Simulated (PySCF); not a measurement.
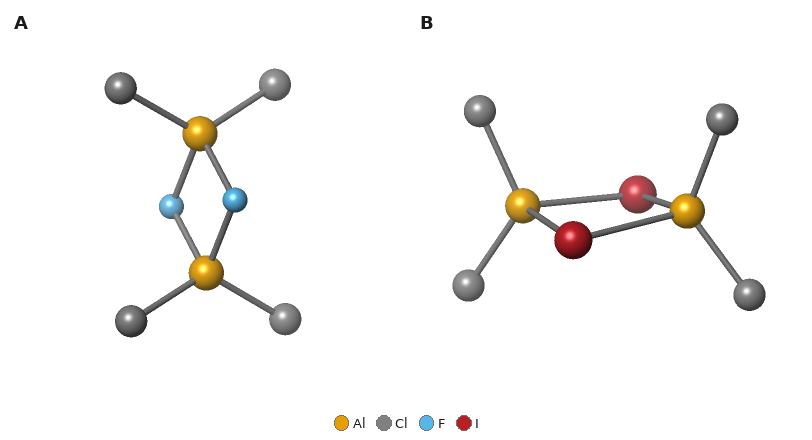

Two related species, optimised with PBE0-D3(BJ)/def2-SVP; properties computed with PySCF 2.14.0. Both: charge 0, singlet.

What are A and B?

Answer. A is (Cl2Al-mu-F)2, B is (Cl2Al-mu-I)2.

Compare them. With ωB97X-D/def2-SVPD: dipole moment (D), HOMO–LUMO gap (eV), HOMO energy (Kohn–Sham orbital) (eV), lowest vertical singlet excitation (eV), mean static polarisability (bohr³).

```tsv
quantity	A	B
dipole moment (D)	0.02	0.52
HOMO–LUMO gap (eV)	11.96	10.07
HOMO energy (Kohn–Sham orbital) (eV)	−11.62	−10.55
lowest vertical singlet excitation (eV)	7.74	5.62
mean static polarisability (bohr³)	92.0	163.4
```

Each is one conformer, and no frequency run is at hand to confirm it as a minimum.
